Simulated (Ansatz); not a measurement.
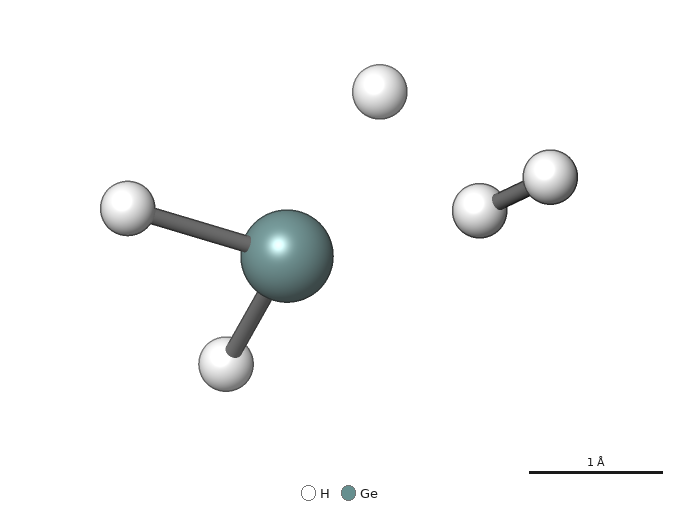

The picture shows the input geometry.

Ansatz 0.2.0 input:

```yaml
crystal:
  periodic: [false, false, false]
  atoms:
    - {symbol: H, position_ang: [-1.092200, -0.384000, 1.148500]}
    - {symbol: H, position_ang: [-1.464500, -0.776300, 1.681100]}
    - {symbol: Ge, position_ang: [0.237200, 0.383400, -0.391600]}
    - {symbol: H, position_ang: [1.110600, 1.191400, 0.290900]}
    - {symbol: H, position_ang: [0.471900, 0.830400, -1.886700]}
    - {symbol: H, position_ang: [0.929900, -1.252300, -0.884100]}
basis:
  gaussian: {orbitals: def2-TZVPP}
magnetization: {spin_polarized: true, initial_magnetization: 1}
correlation: {method: ccsd_t}
scf: {omitted_lower_state_checks: [cluster_reference]}
output: {forces: true}
```

What the program printed:

```
Functional definition: HF
  name "HF"
  cite "Fock, Z. Phys. 61, 126 (1930) doi:10.1007/BF01340294"
  parent pbe
  exchange = exact_x
  correlation = 0
these checks for a lower state are left out or cut short: cluster_reference
684 factors; integrals over basis functions are off by at most 1.0e-3 eV
mean field evaluation 1: about -56548.2049 eV, gradient 8.7e0 eV
mean field evaluation 2: about -56548.2048 eV, gradient 8.7e0 eV
mean field evaluation 4: about -56549.0544 eV, gradient 2.0e0 eV
mean field evaluation 8: about -56549.0793 eV, gradient 1.3e-3 eV
mean field -56549.07929900 eV, -2078.1403338955 hartree, gradient 4.4e-6 eV, S^2 0.757143; 0 other end points of the search recorded, 0 dependent functions left out
9 core orbitals not correlated: weight in the atoms' cores, before any rotation towards them, 1.000 or more for the frozen orbitals, at most 0.000 for the correlated occupied ones
reference -56549.07929900 eV, -2078.1403338955 hartree; 10, 9 occupied and 99, 100 virtual orbitals, 684 factors
second order -7.89116692 eV of doubles, -0.00000000 eV of singles
cycle   1  -8.16528525 eV  change   -2.7e-1 eV  update   8.0e-2
cycle   2  -8.54865692 eV  change   -3.8e-1 eV  update   2.8e-2
cycle   3  -8.59386160 eV  change   -4.5e-2 eV  update   1.3e-2
cycle   4  -8.59176149 eV  change    2.1e-3 eV  update   3.8e-3
cycle   5  -8.59150984 eV  change    2.5e-4 eV  update   1.1e-3
cycle   6  -8.59110239 eV  change    4.1e-4 eV  update   4.8e-4
cycle   7  -8.59116149 eV  change   -5.9e-5 eV  update   2.3e-4
cycle   8  -8.59124379 eV  change   -8.2e-5 eV  update   1.2e-4
cycle   9  -8.59123077 eV  change    1.3e-5 eV  update   5.6e-5
cycle  10  -8.59121840 eV  change    1.2e-5 eV  update   2.3e-5
cycle  11  -8.59122280 eV  change   -4.4e-6 eV  update   1.2e-5
cycle  12  -8.59121866 eV  change    4.1e-6 eV  update   5.6e-6
cycle  13  -8.59122105 eV  change   -2.4e-6 eV  update   2.5e-6
cycle  14  -8.59121848 eV  change    2.6e-6 eV  update   1.1e-6
cycle  15  -8.59121808 eV  change    4.1e-7 eV  update   4.2e-7
perturbative correction -0.24904800 eV, -0.0091523451 hartree
the calculation of the forces begins
Total energy: -56557.91956507 eV, -2078.4652076816 hartree
Atom 0 at    -1.092200    -0.384000     1.148500 Å, force    -0.448850    -0.311945     0.479874 eV/Å
Atom 1 at    -1.464500    -0.776300     1.681100 Å, force     0.050752     0.067259     0.005657 eV/Å
Atom 2 at     0.237200     0.383400    -0.391600 Å, force    -0.364339    -4.176700    -4.691061 eV/Å
Atom 3 at     1.110600     1.191400     0.290900 Å, force     2.418894     2.083268     2.474888 eV/Å
Atom 4 at     0.471900     0.830400    -1.886700 Å, force    -0.652359     0.324302     0.388948 eV/Å
Atom 5 at     0.929900    -1.252300    -0.884100 Å, force    -1.004098     2.013816     1.341695 eV/Å
Dipole moment:    -0.113313     0.098154     0.188948 e Å
Checks for a lower state left out: cluster_reference
```
